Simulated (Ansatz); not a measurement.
# BSiH4O2F (SMILES OB(F)O[SiH3]): r2SCAN/6-31G(d) (spherical functions)

What is the vertical ionisation energy of BSiH4O2F at r2SCAN/6-31G* (spherical functions)? 

The results are computed with Ansatz 0.2.0.

129 further runs of the same task are left out: 1 that didn't finish, 128 set aside as unsound or not needed.

### Step 1. Starting point

The species is BSiH4O2F (9 atoms), meant as a singlet with charge 0. SMILES: `OB(F)O[SiH3]`. The coordinates come from a PBE0-D4/def2-TZVP relaxation. This is one conformer, not always the lowest.

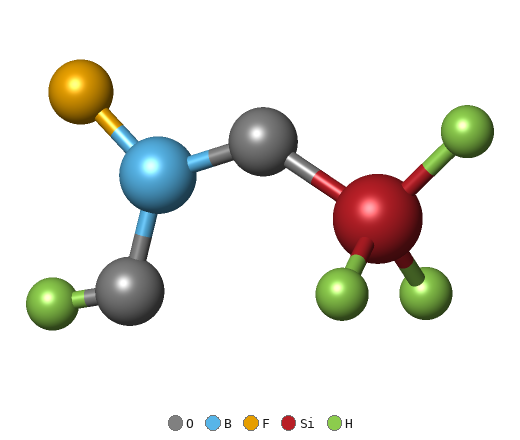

The structure, seen from a chosen angle (oxygen grey, boron blue, fluorine amber, silicon red, hydrogen green).

### Step 2. A single-point energy at r2SCAN/6-31G(d) (spherical functions)

molecule.yaml

```yaml
crystal:
  periodic: [false, false, false]
  atoms:
    - symbol: O
      position_ang: [-1.614100, 0.556700, 0.394000]
    - symbol: B
      position_ang: [-0.395400, 1.157100, 0.352700]
    - symbol: F
      position_ang: [-0.277300, 2.450800, 0.657900]
    - symbol: O
      position_ang: [0.708900, 0.466900, 0.006200]
    - symbol: Si
      position_ang: [0.934200, -1.114900, -0.425000]
    - symbol: H
      position_ang: [-2.322500, 1.149900, 0.654100]
    - symbol: H
      position_ang: [2.381900, -1.273900, -0.690900]
    - symbol: H
      position_ang: [0.154500, -1.427600, -1.647800]
    - symbol: H
      position_ang: [0.518200, -2.011000, 0.681800]
basis:
  gaussian:
    orbitals: 6-31G_st_-spherical.json
hamiltonian:
  xc: r2scan
accuracy: high
output: {orbitals: {seedname: orbitals}}
```

The basis set 6-31G* is read from a file made from the Basis Set Exchange's data (not shown).

On the command line:

```sh
$ ansatz run molecule.yaml --threads 1 --pin off --max-ram 3480MiB --events-out events.jsonl --progress --plain --runs-dir runs
```

The log of the run:

```text
Warning: RAYON_NUM_THREADS=1 ignored (pool sized by the plan → 1); use --threads N
Functional definition: r2SCAN
  name "r2SCAN"
  parameter k0 = 0.174
  parameter k1 = 0.065
  parameter a1 = 4.9479
  exchange = r2scan_x(k0 = k0, k1 = k1, a1 = a1)
  correlation = r2scan_c
1877 factors; integrals over basis functions are off by at most 3.6e-9 eV
mean field evaluation 1: about -15423.1807 eV, gradient 6.5e1 eV
mean field evaluation 2: about -15410.7899 eV, gradient 1.0e2 eV
mean field evaluation 4: about -15430.0525 eV, gradient 5.2e0 eV
mean field evaluation 8: about -15430.0891 eV, gradient 3.8e-1 eV
mean field evaluation 16: about -15430.0894 eV, gradient 1.2e-5 eV
mean field -15430.08938279 eV, -567.0453259272 hartree, gradient 5.3e-8 eV, S^2 0.000000; 0 other end points of the search recorded, 0 dependent functions left out
reference -15430.08938353 eV, -567.0453259544 hartree; 24, 24 occupied and 58, 58 virtual orbitals, 1877 factors
Total energy: -15430.08938353 eV, -567.0453259544 hartree
```

Run time: 7.2 s. Hardware: 1 thread of Intel Xeon 6975P-C (Granite Rapids), shared host; peak memory 0.28 GiB.

### Step 3. The doublet cation

molecule.yaml

```yaml
crystal:
  periodic: [false, false, false]
  atoms:
    - {symbol: O, position_ang: [-1.614100, 0.556700, 0.394000]}
    - {symbol: B, position_ang: [-0.395400, 1.157100, 0.352700]}
    - {symbol: F, position_ang: [-0.277300, 2.450800, 0.657900]}
    - {symbol: O, position_ang: [0.708900, 0.466900, 0.006200]}
    - {symbol: Si, position_ang: [0.934200, -1.114900, -0.425000]}
    - {symbol: H, position_ang: [-2.322500, 1.149900, 0.654100]}
    - {symbol: H, position_ang: [2.381900, -1.273900, -0.690900]}
    - {symbol: H, position_ang: [0.154500, -1.427600, -1.647800]}
    - {symbol: H, position_ang: [0.518200, -2.011000, 0.681800]}
basis:
  gaussian:
    orbitals: 6-31G_st_-spherical.json
total_charge: 1
magnetization:
  spin_polarized: true
  initial_magnetization: 1
hamiltonian:
  xc: r2scan
accuracy: high
output: {orbitals: {seedname: orbitals}}
```

The basis set 6-31G* is read from a file made from the Basis Set Exchange's data (not shown).

On the command line:

```sh
$ ansatz run molecule.yaml --threads 1 --pin off --max-ram 3480MiB --events-out events.jsonl --progress --plain --runs-dir runs
```

The log of the run:

```text
Warning: RAYON_NUM_THREADS=1 ignored (pool sized by the plan → 1); use --threads N
[... 7 set-up lines as earlier in the session ...]
1875 factors; integrals over basis functions are off by at most 3.6e-9 eV
mean field evaluation 1: about -15401.6639 eV, gradient 6.9e1 eV
mean field evaluation 2: about -15273.2273 eV, gradient 1.7e2 eV
mean field evaluation 4: about -15411.2910 eV, gradient 3.7e1 eV
mean field evaluation 8: about -15419.0244 eV, gradient 2.5e0 eV
mean field evaluation 16: about -15419.0494 eV, gradient 3.3e-2 eV
mean field evaluation 32: about -15419.0494 eV, gradient 7.1e-7 eV
mean field evaluation 64: about -15418.8329 eV, gradient 2.2e0 eV
mean field -15419.04942149 eV, -566.6396148326 hartree, gradient 5.8e-8 eV, S^2 0.758810; 8 other end points of the search recorded, 0 dependent functions left out
reference -15419.04942328 eV, -566.6396148985 hartree; 24, 23 occupied and 58, 59 virtual orbitals, 1875 factors
Total energy: -15419.04942328 eV, -566.6396148985 hartree
```

Wall time 24 s (1 thread of Intel Xeon 6975P-C (Granite Rapids), shared host); peak memory 0.45 GiB.

### Step 4. Summary of results

Level: r2SCAN/6-31G* (spherical functions).

| quantity | value |
| --- | --- |
| singlet BSiH4O2F: total energy | -567.04533 Eh |
| singlet BSiH4O2F: HOMO energy | -7.87 eV |
| singlet BSiH4O2F: LUMO energy | 0.20 eV |
| singlet BSiH4O2F: HOMO–LUMO gap | 8.07 eV |
| doublet cation: total energy | -566.63961 Eh |
| doublet cation: HOMO energy (highest over α and β) | -14.32 eV |
| doublet cation: LUMO energy (lowest over α and β) | -14.17 eV |
| doublet cation: ⟨S²⟩ | 0.759 |
| vertical ionisation energy (to the doublet cation) | 11.040 eV |

What this shows: The vertical ionisation energy comes to 11.04 eV (255 kcal/mol). −ε(HOMO) before ionisation, 7.87 eV, is 3.17 eV below this ionisation energy.
